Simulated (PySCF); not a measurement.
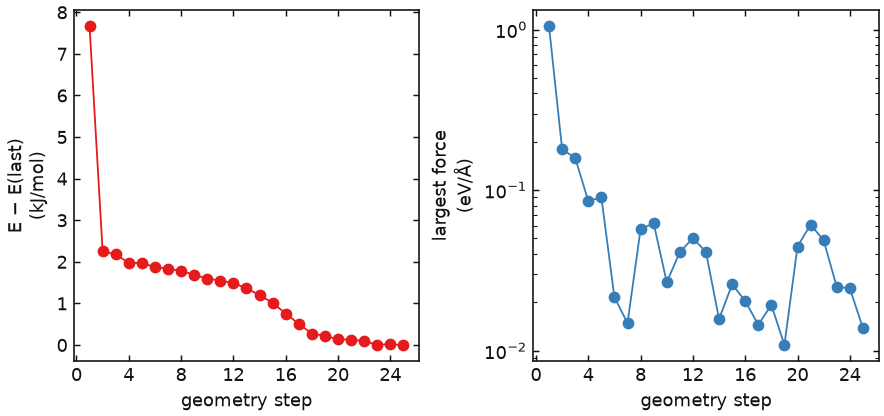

History of a geometry optimisation.

The run: C8H11O2 (SMILES O=C([O-])/C=C/C1CCCC1) (charge −1), by PBE0-D3(BJ)/def2-SVP, geometry optimisation (PySCF).

### How did the optimisation end?

The optimisation met its thresholds at geometry 25, counting the start as the first. The energy fell by about 7.7 kJ/mol from the first step to the last. The largest force goes from about 1 eV/Å at the start to 0.014 eV/Å at the end.
